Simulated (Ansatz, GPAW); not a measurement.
# 1T-SrBrI 3 layers, AA: work function by functional and basis

Wanted: work functions and dipole of 1T-SrBrI 3 layers, AA, with the cost of each level. Where a layer proves gapped, the work function hangs on where the smearing puts the Fermi level, and the band edges take its place.

Main program and level: GPAW 26.7.0 and Ansatz 0.2.0; Ansatz plane waves; layer without images along its normal, relaxation of atoms and in-plane cell, with D3(BJ) dispersion, in the first sound run; inputs show where later runs differ.

## 1. The structure

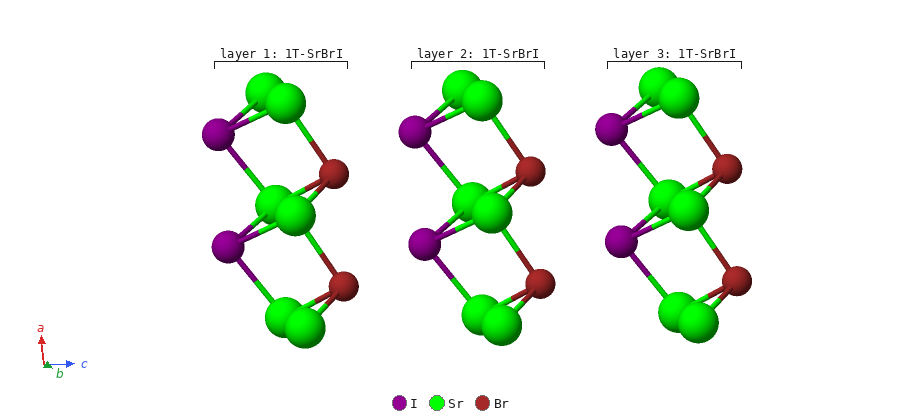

The cell as given, from the side, with the c axis across the page (iodine purple, strontium green, bromine red). 2×1×1 cells are drawn. Some periodic images of atoms are drawn too.

The cell holds 9 atoms: 3 I, 3 Sr and 3 Br. Cell: a = 4.390 Å, b = 4.390 Å, c = 35.871 Å, α = 90.0°, β = 90.0°, γ = 120.0°. Regions: layer 1: 1T-SrBrI, 3 atoms (1 I, 1 Sr and 1 Br); layer 2: 1T-SrBrI, 3 atoms (1 I, 1 Sr and 1 Br); layer 3: 1T-SrBrI, 3 atoms (1 I, 1 Sr and 1 Br). Vacuum lies along c.

As a file:

```cif
data_structure
_symmetry_space_group_name_H-M 'P 1'
_symmetry_Int_Tables_number 1
_cell_length_a 4.3903
_cell_length_b 4.3903
_cell_length_c 35.8714
_cell_angle_alpha 90.000
_cell_angle_beta 90.000
_cell_angle_gamma 120.000
_cell_volume 598.78
loop_
_atom_site_label
_atom_site_type_symbol
_atom_site_fract_x
_atom_site_fract_y
_atom_site_fract_z
_atom_site_occupancy
I1 I 0.66667 0.33333 0.25090 1
Sr2 Sr 0.00000 0.00000 0.30816 1
Br3 Br 0.33333 0.66667 0.35656 1
I4 I 0.66667 0.33333 0.44717 1
Sr5 Sr 0.00000 0.00000 0.50443 1
Br6 Br 0.33333 0.66667 0.55283 1
I7 I 0.66667 0.33333 0.64344 1
Sr8 Sr 0.00000 0.00000 0.70070 1
Br9 Br 0.33333 0.66667 0.74910 1
```

## 2. Relaxation

Forces are removed first; all later runs use this geometry.

File input.yaml:

```yaml
crystal:
  lattice:
    - [4.390315, 0.0, 0.0]
    - [-2.1951575, 3.8021243206, 0.0]
    - [0.0, 0.0, 35.8714121614]
  atoms:
    - { symbol: I, position: [0.6666666667, 0.3333333333, 0.2508961721] }
    - { symbol: Sr, position: [0.0, 0.0, 0.3081564915] }
    - { symbol: Br, position: [0.3333333333, 0.6666666667, 0.3565644604] }
    - { symbol: I, position: [0.6666666667, 0.3333333333, 0.4471658559] }
    - { symbol: Sr, position: [0.0, 0.0, 0.5044261752] }
    - { symbol: Br, position: [0.3333333333, 0.6666666667, 0.5528341441] }
    - { symbol: I, position: [0.6666666667, 0.3333333333, 0.6434355396] }
    - { symbol: Sr, position: [0.0, 0.0, 0.700695859] }
    - { symbol: Br, position: [0.3333333333, 0.6666666667, 0.7491038279] }
  periodic: [true, true, false]
kpoints:
  mp_grid: { grid: [9, 9, 1] }
hamiltonian:
  xc: pbe
  dispersion: d3bj
scf:
  occupations: { method: fermi_dirac, width: 0.05 }
relax:
  f_tol: 0.01
  max_steps: 90
  cell: {}
```

Started as:

```bash
ansatz run input.yaml --threads 4 --pin off --max-ram 8192MiB --backend cpu --events-out ev --progress --plain --runs-dir out
```

Numbers of over 12 decimals in the logs are rounded to 6 here.

What it wrote:

```text
Warning: crystal.periodic: the lattice vector that does not repeat stood 0.000° off the slab's normal, 35.871 Å along it as the deck builds it. The run solves the slab on a vector along the normal, 59.543 Å long, with every atom where it was (on the deck's vector they left 18.00 Å outside them, and the widest stretch free of ions among them is 3.25 Å). A fractional position that the run reports is one of the run's ce [...]
crystal.periodic: the lattice vector that does not repeat stood 0.000° off the slab's normal, 35.871 Å along it as the deck builds it. The run solves the slab on a vector along the normal, 59.543 Å long, with every atom where it was (on the deck's vector they left 18.00 Å outside them, and the widest stretch free of ions among them is 3.25 Å). A fractional position that the run reports is one of the run's cell, which [...]
Engine: ansatz 0.2.0, x86_64-unknown-linux-gnu
Pseudopotentials: kind: paw
Pseudopotential: I, paw, valence charge 17, recommended cutoff 420 eV (normal), I.paw.azcp
Pseudopotential: Sr, paw, valence charge 10, recommended cutoff 420 eV (normal), Sr.paw.azcp
Pseudopotential: Br, paw, valence charge 7, recommended cutoff 420 eV (normal), Br.paw.azcp
Functional definition: PBE
  parameter kappa = 0.804
  parameter beta = 0.066725
  exchange = pbe_x(kappa = kappa, mu = beta*pi^2/3)
  correlation = pbe_c(beta = beta)
Crystal: 9 atoms, lattice volume = 993.920 Å³
Basis set: ecut = 420 eV, 19573 PW (Γ), exchange–correlation on 60×60×800 points (8 copies of the dense FFT grid, shifted against one another)
Bands: 62, of which v1, the nominal top of the filled ones, is band 51 counted from 1 (50 counted from 0)
Symmetry: 6 space group operations
Space group: P3m1 (ITA 156), of the structure as read, at distance tolerance 1.0e-4 Å
k-points: 12 of 81 (time reversal used)
Non-local potential: I, projectors of the file, l = 0: 2, l = 1: 2, l = 2: 2, l = 3: 2
Non-local potential: Sr, projectors of the file, l = 0: 3, l = 1: 2, l = 2: 2
Non-local potential: Br, projectors of the file, l = 0: 2, l = 1: 2, l = 2: 2
PAW form: soft (Blöchl's): semilocal exchange-correlation on the pseudo side does not see the compensation charge
PAW one-centre angular grid: I, 590 points (default); XC on 64 Gauss nodes
PAW one-centre angular grid: Sr, 110 points (default); XC on 64 Gauss nodes
PAW one-centre angular grid: Br, 110 points (default); XC on 64 Gauss nodes
Initial density: superposition of atomic densities (neutral atoms: chi_scale 0, normalization atom), corrected by the library's trained network
Initial wavefunctions: pseudopotential atomic-orbital guess
Functional: x = pbe(κ = 0.804, μ = 0.219515), c = pbe(β = 0.066725)
SCF iter   1: F=—  HF=-41539.879874 eV  |F-HF|=—  |Δ(HF+E_count)|=         —  Δρ=4.07e-4  dr2=6.42e-3  ethr=1.77e-3  ⟨swp⟩=23.1  Hψ=6339  notcnv=0  defer=3
preconditioner: auto → Resta (q_TF=auto, 1.867 Å⁻¹)  ε∞=1.8  [insulator: Δε(μ)=3.653 eV  Ē_g=9.399 eV  σ=0.050 eV  W_gap=1.00  n_scr=136 (ndim 8)  ℏωp=8.2 eV  f_vac=0.642  D(μ)=0.00/eV (n_scr^D=0)  ε∞_Penn≈1.8  vacuum switching on, ρ_ref=6.4e-3 e/Å³]
SCF iter   2: F=—  HF=-41539.888493 eV  |F-HF|=—  |Δ(HF+E_count)|=   8.62e-3  Δρ=2.12e-4  dr2=9.78e-4  ethr=6.29e-6  ⟨swp⟩=3.9  Hψ=2141  notcnv=0  defer=47
SCF iter   3: F=—  HF=-41539.888751 eV  |F-HF|=—  |Δ(HF+E_count)|=   2.57e-4  Δρ=1.09e-4  dr2=1.68e-4  ethr=9.59e-7  ⟨swp⟩=3.8  Hψ=1493  notcnv=0  defer=47
SCF iter   4: F=—  HF=-41539.888986 eV  |F-HF|=—  |Δ(HF+E_count)|=   2.36e-4  Δρ=4.29e-5  dr2=4.03e-5  ethr=1.65e-7  ⟨swp⟩=3.1  Hψ=1360  notcnv=0  defer=47
SCF iter   5: F=—  HF=-41539.889158 eV  |F-HF|=—  |Δ(HF+E_count)|=   1.72e-4  Δρ=1.32e-5  dr2=1.75e-6  ethr=3.95e-8  ⟨swp⟩=2.5  Hψ=1004  notcnv=0  defer=48
SCF iter   6: F=—  HF=-41539.889161 eV  |F-HF|=—  |Δ(HF+E_count)|=   3.22e-6  Δρ=4.45e-6  dr2=2.38e-7  ethr=1.72e-9  ⟨swp⟩=2.9  Hψ=1554  notcnv=0  defer=48
SCF iter   7: F=-41539.889162 eV  HF=-41539.889162 eV  |F-HF|=5.13e-8  |Δ(HF+E_count)|=   2.76e-7  Δρ=1.31e-6  dr2=2.04e-8  ethr=9.80e-11  ⟨swp⟩=6.8  Hψ=3217  notcnv=0
SCF 1 converged in 7 iterations: F = -41539.889162 eV  dr2 = 2.04e-8
  greatest PAW one-centre occupation: 0.999 electrons in one spin orbital (limit 2), on the I atom at site 3 (counted from 0), in its partial waves of l = 2
relax step   1: F+E_penalty+E_count = -41539.88916166 eV  Δ(F+E_penalty+E_count) = +0.000e0 eV  max|allowed force component| = 3.150e-1 eV/Å  Δτ_max = 0.0000 Å  P = +1.971 N/m  Ω = 993.920 Å³  fix = [c, alpha, beta]  reactions: c +0.000 N/m  (7 SCF iters, dr2 threshold 1.00e-7 eV, accepted)
Crystal: 9 atoms, lattice volume = 1033.098 Å³
Basis set: ecut = 420 eV, 20269 PW (Γ), exchange–correlation on 60×60×800 points (8 copies of the dense FFT grid, shifted against one another)
Initial density: handed on by an earlier stage of this run
Initial wavefunctions: those handed on with the density
iter 1 solved again at ethr=7.45e-5 eV; its pass at ethr=3.10e-3 eV (dr2=7.60e-2 eV) is discarded
SCF iter   1: F=—  HF=-41540.070184 eV  |F-HF|=—  |Δ(HF+E_count)|=         —  Δρ=2.11e-3  dr2=7.66e-2  ethr=7.45e-5  ⟨swp⟩=4.5  Hψ=5468  notcnv=0
preconditioner: auto → Resta (q_TF=auto, 1.855 Å⁻¹)  ε∞=1.7  [insulator: Δε(μ)=3.954 eV  Ē_g=9.439 eV  σ=0.050 eV  W_gap=1.00  n_scr=136 (ndim 8)  ℏωp=8.0 eV  f_vac=0.650  D(μ)=0.00/eV (n_scr^D=0)  ε∞_Penn≈1.7  vacuum switching on, ρ_ref=6.5e-3 e/Å³]
SCF iter   2: F=—  HF=-41540.056758 eV  |F-HF|=—  |Δ(HF+E_count)|=   1.34e-2  Δρ=9.63e-4  dr2=8.50e-3  ethr=7.45e-5  ⟨swp⟩=4.9  Hψ=1743  notcnv=0  defer=35
SCF iter   3: F=—  HF=-41540.056944 eV  |F-HF|=—  |Δ(HF+E_count)|=   1.85e-4  Δρ=3.97e-4  dr2=1.87e-3  ethr=8.34e-6  ⟨swp⟩=2.9  Hψ=1197  notcnv=0  defer=34
SCF iter   4: F=—  HF=-41540.057300 eV  |F-HF|=—  |Δ(HF+E_count)|=   3.56e-4  Δρ=8.87e-5  dr2=3.31e-4  ethr=1.84e-6  ⟨swp⟩=2.6  Hψ=1076  notcnv=0  defer=34
SCF iter   5: F=—  HF=-41540.057401 eV  |F-HF|=—  |Δ(HF+E_count)|=   1.01e-4  Δρ=4.24e-5  dr2=2.03e-5  ethr=3.25e-7  ⟨swp⟩=3.1  Hψ=1341  notcnv=0  defer=37
SCF iter   6: F=—  HF=-41540.057412 eV  |F-HF|=—  |Δ(HF+E_count)|=   1.09e-5  Δρ=1.05e-5  dr2=1.13e-6  ethr=1.99e-8  ⟨swp⟩=3.2  Hψ=1270  notcnv=0  defer=38
SCF iter   7: F=-41540.057413 eV  HF=-41540.057413 eV  |F-HF|=2.97e-8  |Δ(HF+E_count)|=   1.03e-6  Δρ=2.69e-6  dr2=1.60e-7  ethr=8.82e-10  ⟨swp⟩=6.7  Hψ=3131  notcnv=0
SCF 2 converged in 7 iterations: F = -41540.057413 eV  dr2 = 1.60e-7
  greatest PAW one-centre occupation: 0.999 electrons in one spin orbital (limit 2), on the I atom at site 6 (counted from 0), in its partial waves of l = 2
[...]
SCF iter   4: F=—  HF=-41540.116779 eV  |F-HF|=—  |Δ(HF+E_count)|=   4.14e-5  Δρ=6.85e-5  dr2=4.03e-5  ethr=3.59e-6  ⟨swp⟩=2.7  Hψ=1003  notcnv=0  defer=5
SCF iter   5: F=—  HF=-41540.116984 eV  |F-HF|=—  |Δ(HF+E_count)|=   2.05e-4  Δρ=3.47e-5  dr2=8.40e-6  ethr=3.96e-8  ⟨swp⟩=3.0  Hψ=1571  notcnv=0  defer=13
SCF iter   6: F=-41540.116989 eV  HF=-41540.116990 eV  |F-HF|=1.45e-7  |Δ(HF+E_count)|=   5.90e-6  Δρ=6.09e-6  dr2=7.14e-7  ethr=8.82e-10  ⟨swp⟩=5.6  Hψ=3969  notcnv=0
SCF 3 converged in 6 iterations: F = -41540.116989 eV  dr2 = 7.14e-7
relax step   3: F+E_penalty+E_count = -41540.11698944 eV  Δ(F+E_penalty+E_count) = -5.958e-2 eV  max|allowed force component| = 6.384e-2 eV/Å  Δτ_max = 0.1947 Å  P = +1.039 N/m  Ω = 1067.396 Å³  energy of the carried Pulay correction = -1.407e-3 eV  fix = [c, alpha, beta]  reactions: c +0.000 N/m  (6 SCF iters, dr2 threshold 9.00e-7 eV, accepted)
[...]
relax step   4: F+E_penalty+E_count = -41540.14234993 eV  Δ(F+E_penalty+E_count) = -2.536e-2 eV  max|allowed force component| = 3.473e-2 eV/Å  Δτ_max = 0.1986 Å  P = +0.231 N/m  Ω = 1094.328 Å³  energy of the carried Pulay correction = -1.898e-3 eV  fix = [c, alpha, beta]  reactions: c +0.000 N/m  (7 SCF iters, dr2 threshold 3.47e-7 eV, accepted)
[...]
relax step   5: F+E_penalty+E_count = -41540.14632662 eV  Δ(F+E_penalty+E_count) = -3.977e-3 eV  max|allowed force component| = 7.938e-3 eV/Å  Δτ_max = 0.1312 Å  P = -0.054 N/m  Ω = 1106.095 Å³  energy of the carried Pulay correction = -2.108e-3 eV  fix = [c, alpha, beta]  reactions: c -0.000 N/m  (8 SCF iters, dr2 threshold 7.54e-8 eV, accepted)
[...]
relax step   6: F+E_penalty+E_count = -41540.14641638 eV  Δ(F+E_penalty+E_count) = -8.976e-5 eV  max|allowed force component| = 3.793e-3 eV/Å  Δτ_max = 0.0101 Å  P = -0.030 N/m  Ω = 1105.381 Å³  energy of the carried Pulay correction = -2.096e-3 eV  fix = [c, alpha, beta]  reactions: c -0.000 N/m  (7 SCF iters, dr2 threshold 9.42e-10 eV, accepted)
Basis set: ecut = 420 eV, 21721 PW (Γ), exchange–correlation on 64×64×800 points (8 copies of the dense FFT grid, shifted against one another)
Initial wavefunctions: pseudopotential atomic-orbital guess (no wavefunctions were taken with the density)
iter 1 solved again at ethr=4.15e-7 eV; its pass at ethr=3.10e-3 eV (dr2=4.23e-4 eV) is discarded
SCF iter   1: F=—  HF=-41540.069619 eV  |F-HF|=—  |Δ(HF+E_count)|=         —  Δρ=4.56e-4  dr2=7.77e-5  ethr=4.15e-7  ⟨swp⟩=6.7  Hψ=9883  notcnv=0
preconditioner: auto → Resta (q_TF=auto, 1.834 Å⁻¹)  ε∞=1.8  [insulator: Δε(μ)=3.744 eV  Ē_g=8.064 eV  σ=0.050 eV  W_gap=1.00  n_scr=148 (ndim 8)  ℏωp=7.2 eV  f_vac=0.667  D(μ)=0.00/eV (n_scr^D=0)  ε∞_Penn≈1.8  vacuum switching on, ρ_ref=4.7e-3 e/Å³]
SCF iter   2: F=—  HF=-41540.124385 eV  |F-HF|=—  |Δ(HF+E_count)|=   5.48e-2  Δρ=2.29e-4  dr2=1.78e-5  ethr=7.62e-8  ⟨swp⟩=3.4  Hψ=1371  notcnv=0
SCF iter   3: F=—  HF=-41540.143319 eV  |F-HF|=—  |Δ(HF+E_count)|=   1.89e-2  Δρ=9.36e-5  dr2=4.49e-6  ethr=1.75e-8  ⟨swp⟩=4.2  Hψ=1559  notcnv=0
SCF iter   4: F=—  HF=-41540.148009 eV  |F-HF|=—  |Δ(HF+E_count)|=   4.69e-3  Δρ=1.50e-5  dr2=1.21e-6  ethr=4.40e-9  ⟨swp⟩=3.2  Hψ=1393  notcnv=0
SCF iter   5: F=—  HF=-41540.148173 eV  |F-HF|=—  |Δ(HF+E_count)|=   1.63e-4  Δρ=2.31e-6  dr2=8.30e-8  ethr=1.19e-9  ⟨swp⟩=3.2  Hψ=1373  notcnv=0
SCF iter   6: F=—  HF=-41540.148178 eV  |F-HF|=—  |Δ(HF+E_count)|=   5.53e-6  Δρ=5.93e-7  dr2=7.14e-9  ethr=8.14e-11  ⟨swp⟩=3.0  Hψ=1200  notcnv=0
SCF iter   7: F=—  HF=-41540.148178 eV  |F-HF|=—  |Δ(HF+E_count)|=   2.75e-7  Δρ=1.88e-7  dr2=1.09e-9  ethr=7.00e-12  ⟨swp⟩=2.5  Hψ=1296  notcnv=0
SCF iter   8: F=—  HF=-41540.148178 eV  |F-HF|=—  |Δ(HF+E_count)|=   1.48e-9  Δρ=6.06e-8  dr2=1.25e-10  ethr=1.07e-12  ⟨swp⟩=2.9  Hψ=1198  notcnv=0
SCF iter   9: F=—  HF=-41540.148178 eV  |F-HF|=—  |Δ(HF+E_count)|=  1.16e-10  Δρ=2.29e-8  dr2=1.52e-11  ethr=1.00e-12  ⟨swp⟩=1.9  Hψ=775  notcnv=0
SCF iter  10: F=-41540.148178 eV  HF=-41540.148178 eV  |F-HF|=9.90e-10  |Δ(HF+E_count)|=  7.42e-10  Δρ=9.33e-9  dr2=2.34e-12  ethr=1.00e-12  ⟨swp⟩=9.2  Hψ=4444  notcnv=0
SCF 7 converged in 10 iterations: F = -41540.148178 eV  dr2 = 2.34e-12
relax step   7: F+E_penalty+E_count = -41540.14817835 eV  Δ(F+E_penalty+E_count) = -1.762e-3 eV  max|allowed force component| = 3.712e-3 eV/Å  Δτ_max = 0.0000 Å  P = -0.031 N/m  Ω = 1105.381 Å³  fix = [c, alpha, beta]  reactions: c -0.000 N/m  stress off target by 3.08e-2 N/m on what of the cell is left free  SCF on the basis re-selected at this cell (its energy is not comparable with the rows above)  (10 SCF iters)
basis re-selected at this cell: Δ(F+E_penalty+E_count) = -1.762e-3 eV, ΔP = -0.001 N/m vs the last step (what re-selecting the basis moved, of the pressure what is left beyond the Pulay correction that the steps carried, after the strain that the cell walked since its last selection, with what the two solves' SCF thresholds leave and, on support functions, any second-order correction that the steps lacked; it is no measure of the basis error at this ecutwfc). The dense FFT grid was sized anew with the basis: this SCF ran on 32×32×400 points, the steps before it on 30×30×400, so part of this shift can come from that change (see relax.cell in the input reference). [rest of the remark cut]
SCF converged after 10 iterations
Free energy (F): -41540.148178 eV
Harris-Foulkes:  -41540.148178 eV  (|F-HF|=9.90e-10)
Internal energy: -41540.148178 eV  (E = F + TS)
E sigma→0 (E₀):  -41540.148178 eV
Fermi energy:    -4.639842 eV
--- Per-component energies (eV) ---
  E_band       = -2647.885552
  E_kinetic    = 1702.604199
  E_local      = -441924.025837  (includes V_loc(G=0)·N_el)
  E_nonlocal   = 546.076655
  E_hartree    = 219811.030999
  E_xc         = -1699.446138
  E_vxc        = -1184.682481  (∫ρ·V_xc dr)
  E_paw        = -29274.562206  (= ΣΔE_a)
  E_vpaw       = -1409.920431  (= ΣTr[D̂ρ^β])
  E_aug_tail   = -0.000017  (compensation charges beyond the density's cutoff)
  E_ewald      = 209300.145535
  E_disp       = -1.971370  (pairwise vdW)
  E_smearing   = -0.000000  (= −TS)
  E_closure    = -0.000000  (closes the sum)
  Σ components = -41540.148178   (vs F -41540.148178, Δ=0.00e0)
--- Forces (eV/Å), atoms counted from 1 ---
  atom   1  I      0.00000000     0.00000000     0.00119929
  atom   2  Sr    -0.00000000    -0.00000000    -0.00088971
  atom   3  Br     0.00000000    -0.00000000     0.00040730
  atom   4  I      0.00000000     0.00000000     0.00371233
  atom   5  Sr    -0.00000000    -0.00000000    -0.00366236
  atom   6  Br     0.00000000    -0.00000000    -0.00014968
  atom   7  I      0.00000000     0.00000000     0.00345174
  atom   8  Sr     0.00000000    -0.00000000    -0.00368052
  atom   9  Br     0.00000000    -0.00000000    -0.00038870
  max |Σ_I F_I| component: 2.97e-7 eV/Å
--- 2D stress c σ (N/m, compression-positive) ---
       -0.030815       0.000000       0.000000
        0.000000      -0.030815       0.000000
        0.000000       0.000000      -0.000000
  P = ½ c Tr σ = -0.0308 N/m
--- Relaxed structure (6 steps of the walk, 6 accepted, 1 SCFs on fresh bases) ---
  F+E_penalty+E_count = -41540.14817835 eV   max|allowed force component| = 3.712e-3 eV/Å   (the final SCF, on the basis selected at the relaxed cell)
  cell:  # Å, volume = 1105.3805 Å³
    - [4.629945, 0.0, 0]
    - [-2.314973, 4.009650, 0]
    - [0, 0, 59.542824]
  atoms:
    - { symbol: I, position: [0.666667, 0.333333, 0.163091] }
    - { symbol: Sr, position: [0, 0, 0.194716] }
    - { symbol: Br, position: [0.333333, 0.666667, 0.219967] }
    - { symbol: I, position: [0.666667, 0.333333, 0.272695] }
    - { symbol: Sr, position: [0, 0, 0.304190] }
    - { symbol: Br, position: [0.333333, 0.666667, 0.329399] }
    - { symbol: I, position: [0.666667, 0.333333, 0.382123] }
    - { symbol: Sr, position: [0, 0, 0.413677] }
    - { symbol: Br, position: [0.333333, 0.666667, 0.439154] }
```

The job ended after 82 s (4 threads of AMD EPYC 9R14 (Zen 4), shared host; peak memory 2.1 GiB).

Relaxation path:

| step | energy less that of the first step (eV) | largest force component (eV/Å) | volume (Å³) |
| --- | --- | --- | --- |
| 1 | 0.0000 | 0.3150 | 993.92 |
| 2 | -0.1683 | 0.0341 | 1033.10 |
| 3 | -0.2278 | 0.0638 | 1067.40 |
| 4 | -0.2532 | 0.0347 | 1094.33 |
| 5 | -0.2572 | 0.0079 | 1106.09 |
| 6 | -0.2573 | 0.0038 | 1105.38 |
| 7* | -0.2590 | 0.0037 | 1105.38 |

Relaxation steps marked * repeat the geometry before them on a plane-wave basis chosen anew for their cell, so energy and pressure can jump there.

Forces are held to the 6 operations that the run works with; a distortion that breaks them can't arise in this run.

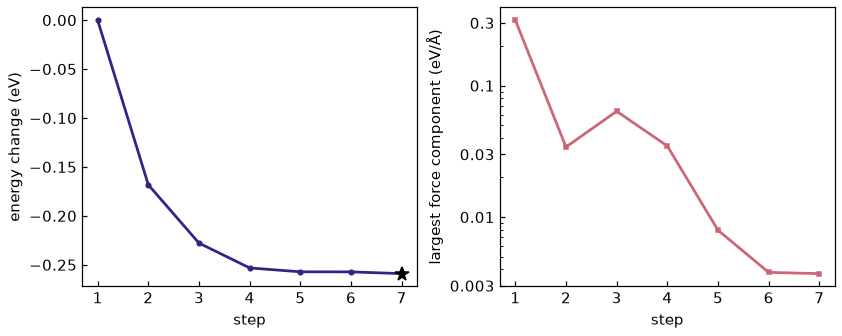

Energy and largest force along the relaxation. Stars mark steps on a basis chosen anew.

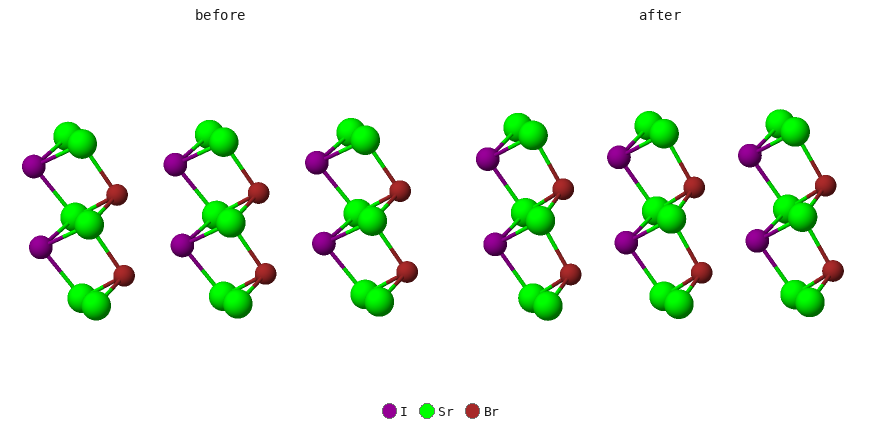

The structure before and after the relaxation, drawn at the same scale.

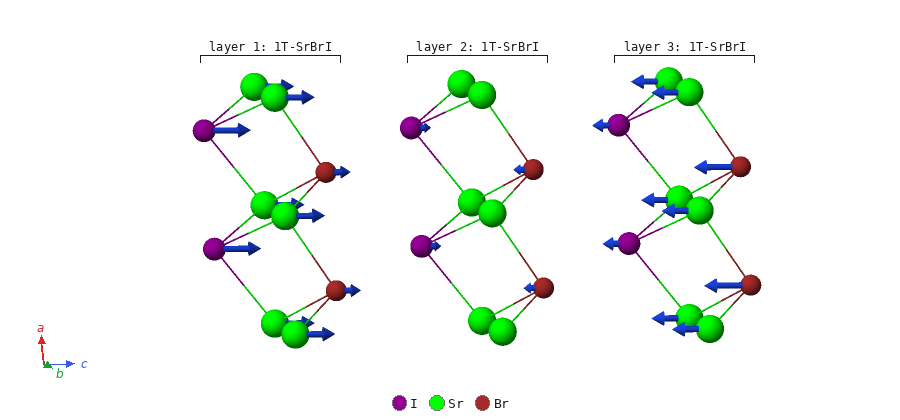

Displacements in the relaxation, exaggerated, measured against the changing cell; the longest in the cell stands for 0.72 Å. 2×1×1 cells are drawn. Some periodic images of atoms are drawn too.

| cell as run | before | after | change |
| --- | --- | --- | --- |
| a (Å) | 4.390 | 4.630 | +5.5 % |
| b (Å) | 4.390 | 4.630 | +5.5 % |

The atoms that moved most (Å, along periodic axes as changes of fractional coordinates times the final cell, across vacuum about the mean position):

| atom | dx | dy | dz | length |
| --- | --- | --- | --- | --- |
| Br9 | 0.000 | 0.000 | -0.723 | 0.723 |
| I1 | 0.000 | 0.000 | 0.711 | 0.711 |
| Sr2 | 0.000 | 0.000 | 0.540 | 0.540 |
| Sr8 | 0.000 | 0.000 | -0.503 | 0.503 |
| I7 | 0.000 | 0.000 | -0.328 | 0.328 |
| Br3 | 0.000 | 0.000 | 0.307 | 0.307 |
| Br6 | 0.000 | 0.000 | -0.218 | 0.218 |
| I4 | 0.000 | 0.000 | 0.197 | 0.197 |

This step gave:

* free energy: -41540.1482 eV
* gap by band count: 3.743 eV
* symmetry operations: 6

The relaxation lowered the energy of the cell by 0.259 eV.

[end of part 1 of 3]

[Logs are printed without paths, hosts, clocks, repeated set-up lines and the standing remarks that a program may print on its own settings, such as how far it seeks lower states.]

[Hosts, paths, dates, database ids (printed as entryN), source tags and the programs' standing remarks are cut or masked in the printed files.]
